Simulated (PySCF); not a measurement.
```xyz
15

C    -3.1576   -0.4272    0.0934
O    -1.7772   -0.5725   -0.0211
Si   -0.6623    0.5631   -0.3484
Si    1.2347   -0.7393   -0.3488
Si    3.1781    0.4654   -0.0233
H    -3.4098    0.2218    0.9356
H    -3.5805    0.0031   -0.8177
H    -3.5904   -1.4150    0.2578
H    -0.7231    1.6352    0.6610
H    -1.0099    1.2521   -1.6031
H     1.3617   -1.4757   -1.6209
H     1.1629   -1.8251    0.6452
H     3.2745    1.0594    1.3126
H     4.4007   -0.3219   -0.1920
H     3.2939    1.5847   -0.9633
```

Geometry: GFN2-xTB.

Level of theory: PySCF 2.14.0, PBE0/def2-SVPD, SCF density, gas phase.

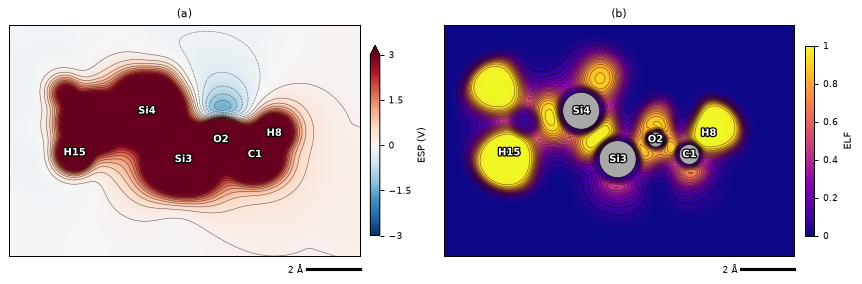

CH$_{10}$OSi$_{3}$ (SMILES CO[SiH2][SiH2][SiH3]). (a) molecular electrostatic potential; (b) ELF on the plane of atoms O2, Si3 and Si4. Grey discs cover the atomic cores in the ELF map.

Question: Interpret the plot.

Answer: Atoms in the plane: C, O, Si and H.
C–O (1.39 Å): the ELF peaks at about 0.90 between the atoms; a shared but strongly polarised pair.
Si–O (1.62 Å): the ELF peaks at about 0.85 between the atoms; a polar covalent bond.
Si–Si (2.30 Å): the ELF peaks at about 1 between the atoms: a covalent bond.
C–H (1.09 Å): the ELF climbs to about 1 towards the hydrogen, as it does in any bond to H (an ordinary covalent bond to hydrogen).
The ELF also peaks beside O2, away from the bonds: lone-pair regions.
Outside the dense part of the molecule the potential is most negative (−1.5 V) near O2.
